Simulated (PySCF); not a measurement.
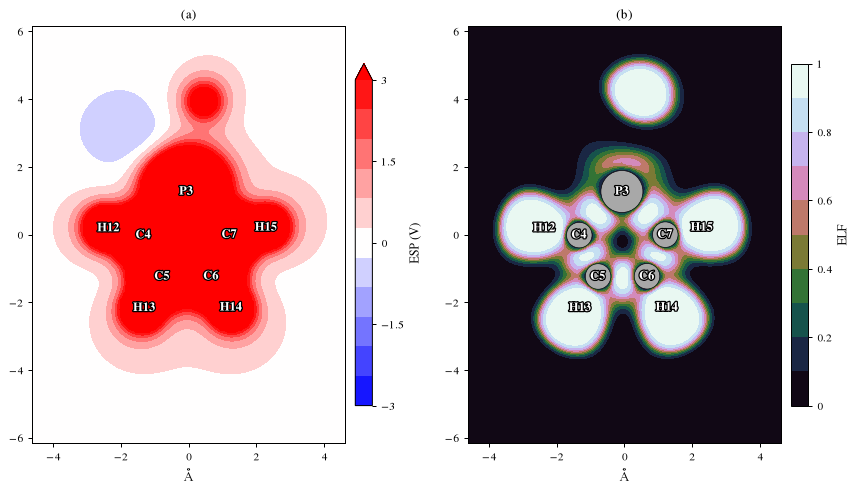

C$_{5}$H$_{8}$NP (SMILES CNp1cccc1). (a) electrostatic potential; (b) ELF on the plane of atoms C4, C5 and H13. Grey discs cover the atomic cores in the ELF map.

Geometry: GFN2-xTB.

All numbers below come from PySCF 2.14.0, CAM-B3LYP/def2-SVPD, SCF density, gas phase.

```xyz
15

C    -2.6430   -0.1576    0.1879
N    -1.3470   -0.3703   -0.4324
P    -0.1744    0.8644   -0.3189
C     1.1205    0.1803   -1.3821
C     2.2510   -0.0325   -0.6902
C     2.1141    0.1513    0.7377
C     0.8786    0.5019    1.1273
H    -2.9589    0.8651   -0.0138
H    -2.6446   -0.3133    1.2720
H    -3.3639   -0.8433   -0.2609
H    -0.9777   -1.2936   -0.2207
H     1.0212    0.1095   -2.4518
H     3.1881   -0.3447   -1.1261
H     2.9448   -0.0193    1.4065
H     0.5867    0.7102    2.1438
```

Question: Describe what can be read from this map.

Answer:
- The plane passes through P, C and H nuclei.
- C–C (1.34 Å): the ELF peaks at about 0.95 between the atoms (a multiple bond).
- C–P (1.81 Å): the ELF peaks at about 0.95 between the atoms, as expected for localised, covalent bonding.
- C–C (1.45 Å): the ELF peaks at about 0.95 between the atoms (localised, covalent bonding).
- C–H (1.08 Å): the ELF climbs to about 1 towards the hydrogen, as it does in any bond to H: an ordinary covalent bond to hydrogen.
- Outside the dense part of the molecule the potential is most negative (−0.6 V) near N2, which lies off the plane.
